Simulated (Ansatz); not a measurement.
```
Ga Ge Se
1.0
     5.52819    0.00000    0.00000
     0.00000    5.52819    0.00000
     0.00000    0.00000   10.27254
Ga Ge Se
4 2 6
Direct
  0.00000 0.50000 0.49160
  0.50000 0.00000 0.99160
  0.50000 0.00000 0.49160
  0.00000 0.50000 0.99160
  0.00000 0.00000 0.48102
  0.50000 0.50000 0.98102
  0.00000 0.00000 0.23186
  0.50000 0.50000 0.73186
  0.50000 0.00000 0.24085
  0.00000 0.50000 0.74085
  0.00000 0.50000 0.24085
  0.50000 0.00000 0.74085
```

Space group I4mm; a structure generated by program, which may or may not match a known phase.

Level of theory: Ansatz, DFT PBE, scalar-relativistic, plane waves, PAW.

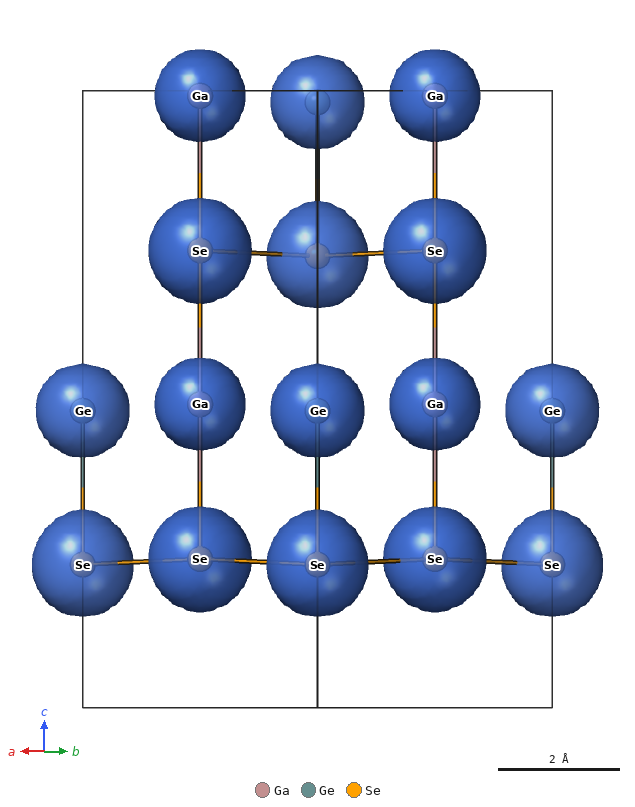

Ga$_{2}$GeSe$_{3}$. Isosurface of the valence pseudo-density at 0.8 e/Å³ (blue), seen along [110]. Sticks mark near contacts.

In a PAW calculation such maps are meaningful between the atoms, not at the nuclei.

Which contacts does the surface bridge?

At this value the density breaks into separate islands; it holds about 75 % of the electrons treated as valence (semicore included). It bridges none of the near contacts. It is pinched off along the sampled Ge–Se (2.56 Å), Ga–Se (2.56 Å) and Se–Se (2.77 Å) contacts. On the grid the lowest density along these lines, outside the cores, is 0.42 e/Å³ (Ge–Se, 2.56 Å), 0.38 e/Å³ (Ga–Se, 2.56 Å) and 0.32 e/Å³ (Se–Se, 2.77 Å).
